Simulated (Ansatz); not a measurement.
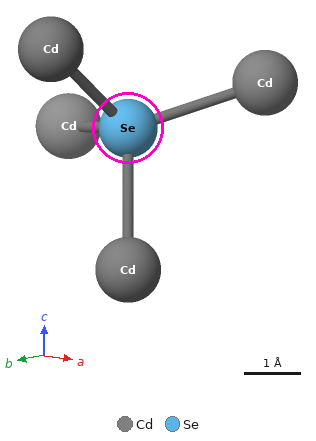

Perfect CdSe. Style: ball-and-stick. Shown: the atoms within 3.3 Å of one point, from a free direction.

The calculation used DFT, PBE, plane-wave PAW, default files, scalar-relativistic (Ansatz). (plane-wave cutoff 420 eV; k-point mesh 3 × 3 × 2; occupations fermi dirac; smearing width 0.01 eV; no spin polarisation) A uniform background neutralises the charged cell. The axes drawn are those of the host's conventional cell.

A selenium atom is taken out (a vacancy) at the ringed place, in charge state +2. The supercell has 32 sites, and the atoms are relaxed at the host's cell.

How do the neighbours respond?

Around the empty Se site the host had 4 Cd at 2.61 to 2.70 Å; after relaxation the nearest atoms are 4 Cd at 3.03 to 3.24 Å. Of the host's atoms, a cadmium atom moves furthest from its site, by 0.54 Å. Relaxing the atoms from the host's sites lowers the energy by 1.06 eV.

The relaxed defect, seen from the same direction:

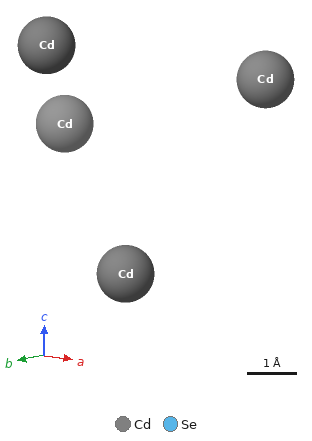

Limits of the set-up: the cell is charged, on a uniform background, and energies carry no finite-size correction.
